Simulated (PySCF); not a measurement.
## Two runs on SiH₄

System: SiH₄, SMILES [SiH4].
Method of the first run: GIAO WP04/pcSseg-2 NMR shielding, non-relativistic, gas phase (PySCF 2.14.0).

The geometry comes from this level: PBE0-D3(BJ)/def2-SVP. Text and figures count atoms from 1; the logs count them from 0 in places.

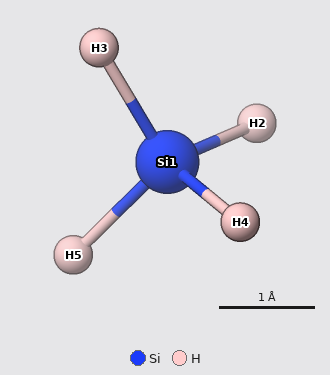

**Figure 1.** The structure (ball-and-stick view, seen at a tilt; atoms are numbered from 1 in the order of the input). Bond lengths as drawn: H–Si 1.49 Å.

Input file, the first run:
```
{"job": {"kind": "nmr", "xc": "WP04", "basis": "pcSseg-2", "pop": false}, "charge": 0, "multiplicity": 1}
Si     0.018604    -0.020708    -0.019400
H     -0.175386     1.206957    -0.846261
H     -0.729147     0.120879     1.264884
H      1.472272    -0.202666     0.267685
H     -0.494253    -1.209232    -0.763398
```

The first line tells a small driver script what to run in PySCF; the rest is the geometry in Å.

Launched with:
```bash
OMP_NUM_THREADS=1 python <driver script> task.json out
```

Hardware: 1 CPU thread, shared host.

Output (the first run):
```
coarse grid: 4104 points
cycle   1  E = -295.3663366569  dE = -3.043e-01  |g| = 1.514e-01  |ddm| = 1.428e+00
cycle   2  E = -295.3698668968  dE = -3.530e-03  |g| = 6.154e-02  |ddm| = 1.750e-01
cycle   3  E = -295.3702431102  dE = -3.762e-04  |g| = 1.317e-02  |ddm| = 4.270e-02
cycle   4  E = -295.3702732174  dE = -3.011e-05  |g| = 2.340e-03  |ddm| = 1.463e-02
cycle   5  E = -295.3702746302  dE = -1.413e-06  |g| = 2.276e-04  |ddm| = 2.199e-03
final grid: 33416 points
cycle   6  E = -295.3748972329  dE = -9.939e-06  |g| = 1.498e-03  |ddm| = 9.517e-03
cycle   7  E = -295.3748973849  dE = -1.520e-07  |g| = 9.808e-04  |ddm| = 2.084e-03
cycle   8  E = -295.3748975336  dE = -1.488e-07  |g| = 7.870e-05  |ddm| = 7.801e-04
cycle   9  E = -295.3748975348  dE = -1.132e-09  |g| = 6.199e-06  |ddm| = 8.369e-05
cycle  10  E = -295.3748975348  dE = -1.251e-11  |g| = 9.121e-07  |ddm| = 8.019e-06
converged SCF energy = -295.3748975348

GIAO shielding tensors (ppm)
atom      isotropic    diamagn.    paramagn.     s11        s22        s33       span
  0 Si     421.008     880.205    -459.197    420.820    420.998    421.205      0.385
  1 H       28.482      29.436      -0.953     26.431     26.433     32.583      6.152
  2 H       28.483      29.446      -0.964     26.432     26.433     32.582      6.150
  3 H       28.482      29.422      -0.940     26.431     26.433     32.582      6.151
  4 H       28.480      29.420      -0.939     26.430     26.432     32.579      6.149
```

The input of the second run differs as follows (lines with − go, lines with + come):
```diff
-"xc": "WP04"
+"xc": "B97-2"
```

Predict how the results change.

The total energies belong to different methods, so their difference says nothing on which is more stable or more accurate. The HOMO goes from −10.95 to −9.60 eV. The LUMO goes from −0.60 to 0.84 eV. Of all shieldings, the largest change is that of Si1, by +29.1 ppm. The functional changes from WP04 to B97-2. The SCF takes 9 iterations against 10.

Output (the second run):
```
coarse grid: 4104 points
cycle   1  E = -291.9040317336  dE = -2.948e-01  |g| = 8.568e-02  |ddm| = 1.419e+00
cycle   2  E = -291.9056309369  dE = -1.599e-03  |g| = 2.510e-02  |ddm| = 8.916e-02
cycle   3  E = -291.9056830714  dE = -5.213e-05  |g| = 6.221e-03  |ddm| = 1.683e-02
cycle   4  E = -291.9056866507  dE = -3.579e-06  |g| = 8.605e-04  |ddm| = 4.054e-03
final grid: 33416 points
cycle   5  E = -291.9085198287  dE = -1.601e-05  |g| = 3.037e-03  |ddm| = 1.315e-02
cycle   6  E = -291.9085200999  dE = -2.712e-07  |g| = 1.211e-03  |ddm| = 1.287e-03
cycle   7  E = -291.9085201654  dE = -6.551e-08  |g| = 9.858e-05  |ddm| = 3.580e-04
cycle   8  E = -291.9085201670  dE = -1.671e-09  |g| = 2.382e-05  |ddm| = 1.144e-04
cycle   9  E = -291.9085201672  dE = -1.955e-10  |g| = 6.214e-07  |ddm| = 2.617e-05
converged SCF energy = -291.9085201672

GIAO shielding tensors (ppm)
atom      isotropic    diamagn.    paramagn.     s11        s22        s33       span
  0 Si     450.122     878.676    -428.554    449.935    450.110    450.321      0.386
  1 H       27.839      28.706      -0.867     25.642     25.645     32.230      6.588
  2 H       27.839      28.713      -0.874     25.643     25.644     32.230      6.586
  3 H       27.838      28.697      -0.859     25.642     25.644     32.229      6.587
  4 H       27.837      28.695      -0.858     25.641     25.643     32.226      6.585
```

The two runs side by side:

```csv
quantity,the first run,the second run
outcome,converged,converged
total energy (hartree),−295.374898,−291.908520
HOMO (eV),−10.95,−9.60
LUMO (eV),−0.60,0.84
dipole moment (D),0.00,0.00
shielding of Si1 (ppm),421.0,450.1
shielding of H2 (ppm),28.5,27.8
shielding of H3 (ppm),28.5,27.8
shielding of H4 (ppm),28.5,27.8
shielding of H5 (ppm),28.5,27.8
SCF iterations,10,9
basis functions,99,99
wall time (shared host),1.6 s,1.5 s
```
